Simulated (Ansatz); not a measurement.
**CdS (zinc blende): energy against volume**

CdS (zinc blende)

```cif
data_CdS
_chemical_formula_sum 'S1 Cd1'
_space_group_name_H-M_alt 'P 1'
_space_group_IT_number 1
_cell_length_a 4.19109
_cell_length_b 4.19109
_cell_length_c 4.19109
_cell_angle_alpha 60.000
_cell_angle_beta 60.000
_cell_angle_gamma 60.000
loop_
_space_group_symop_operation_xyz
  'x, y, z'
loop_
_atom_site_label
_atom_site_type_symbol
_atom_site_fract_x
_atom_site_fract_y
_atom_site_fract_z
_atom_site_occupancy
S1 S 0.75000 0.75000 0.75000 1
Cd1 Cd 0.00000 0.00000 0.00000 1
```

The volume is varied about the relaxed value V₀ at fixed cell shape. Symmetry pins the atoms to their sites.

Calculation: PBE (plane waves to 420 eV, PAW, scalar-relativistic; Ansatz, a first-principles code). k mesh 10×10×10 (Γ-centred), Fermi-Dirac smearing 0.05 eV. E stands for the smeared free energy. Stress and pressure are positive under compression. CdS was relaxed with its symmetry unable to fall. The PAW data are Ansatz's earlier set. The zero of ΔE is the relaxed starting cell.

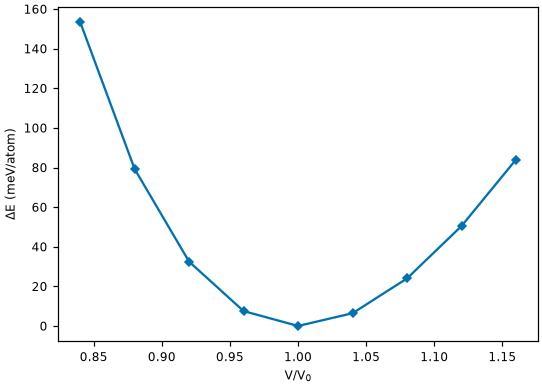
Fig. 1. ΔE (meV/atom) against V/V₀; one marker a computed point.

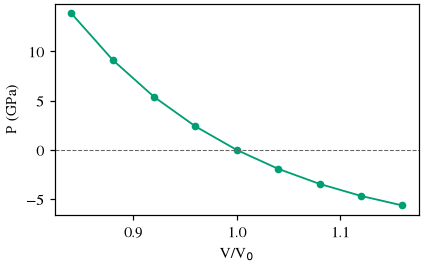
P (GPa) against V/V₀; markers are the computed points, lines only join them.

The pressure for 5 % compression (fit) comes out as 3.1 GPa, the pressure derivative B₀′ (fit) is 4.6 and the energy cost of the largest compression comes out as 153.5 meV/atom. The equilibrium volume of the fit comes out as 26.03 Å³/atom and the bulk modulus B₀ (third-order Birch-Murnaghan fit) is 53.3 GPa.

P = (3B₀/2)(x⁷ − x⁵)[1 + ¾(B₀′ − 4)(x² − 1)] with x = (1/0.95)^(1/3), B₀ = 53.3 GPa and B₀′ = 4.58.

(Under strain, the slope of the energy per volume gives the stress and its curvature an elastic modulus.)
